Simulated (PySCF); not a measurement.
C3H9BF2Si

Input file:

```
{"job": {"kind": "uv", "xc": "wB97X-D", "basis": "def2-SVPD", "nstates": 8, "ntriplets": 3}, "charge": 0, "multiplicity": 1}
C     -0.620497     1.165439     0.906663
C     -0.693760    -0.252384     0.337864
B     -2.098129    -0.625483    -0.311098
F     -2.357329    -1.898790    -0.520860
C      0.393918    -0.479032    -0.730634
F      0.144973     0.351982    -1.823959
Si     2.212211    -0.165055    -0.181471
H     -1.437735     1.334475     1.604093
H      0.320550     1.326070     1.430319
H     -0.701841     1.892605     0.102476
H     -0.459983    -0.968233     1.135282
H     -2.918705     0.140475    -0.650509
H      0.289132    -1.497397    -1.126761
H      2.454040     1.272982    -0.111350
H      3.076404    -0.775065    -1.190920
H      2.389152    -0.813646     1.119452
```

Launched as:

```sh
OMP_NUM_THREADS=1 python probes_run.py task.json out
```

Geometry: GFN2-xTB.

The calculation used PySCF, wB97X-D/def2-SVPD, SCF density, gas phase.

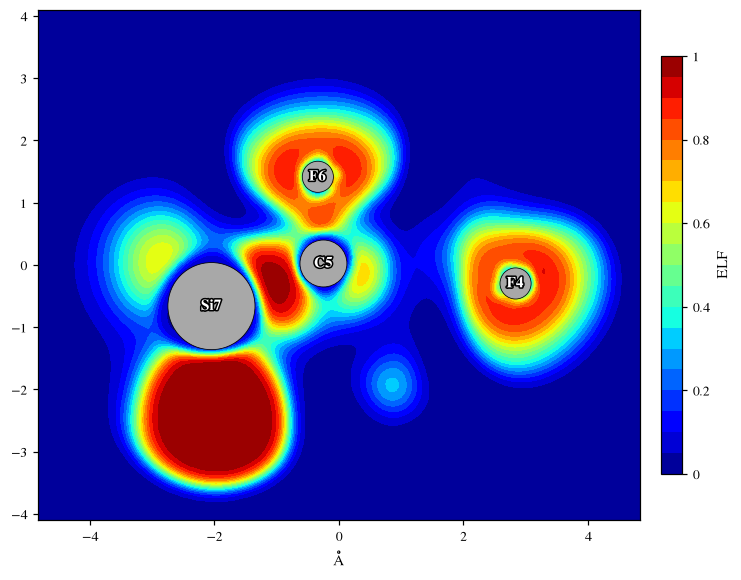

Figure 1. Electron localisation function on the plane of atoms F6, C5 and Si7. Grey discs cover the atomic cores.

**What do the fields say about this system?**

- The plane passes through F, C and Si nuclei.
- C–F (1.40 Å): the ELF peaks at about 0.85 between the atoms; a shared but strongly polarised pair.
- C–Si (1.93 Å): the ELF peaks at about 1 between the atoms: a shared electron pair.
- The ELF also peaks beside F4 and F6, away from the bonds: lone-pair regions.

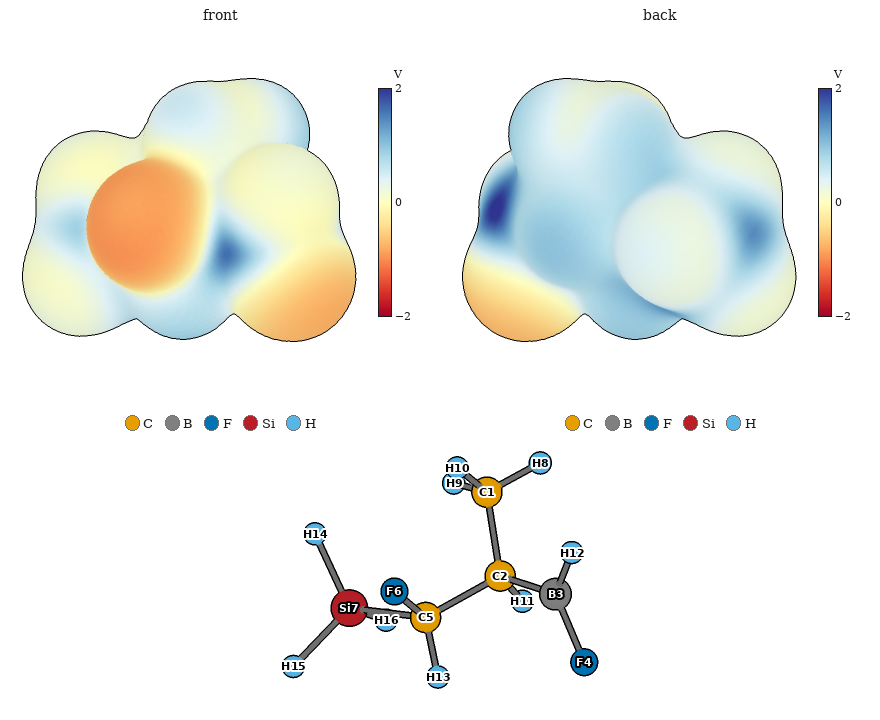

Figure 2. The electrostatic potential painted on the density surface at 0.002 e/bohr³, seen from the front and from behind; red is negative and blue positive. The bare structure is drawn below in the same view.

**Describe the electrostatic potential map.**

The most negative region (about −0.9 V, or −21 kcal/mol for a unit charge) lies over F6, the most positive (about +1.8 V, or +42 kcal/mol for a unit charge) over B3.

**What dipole moment does the calculation give?**

Its dipole moment is 1.84 D.
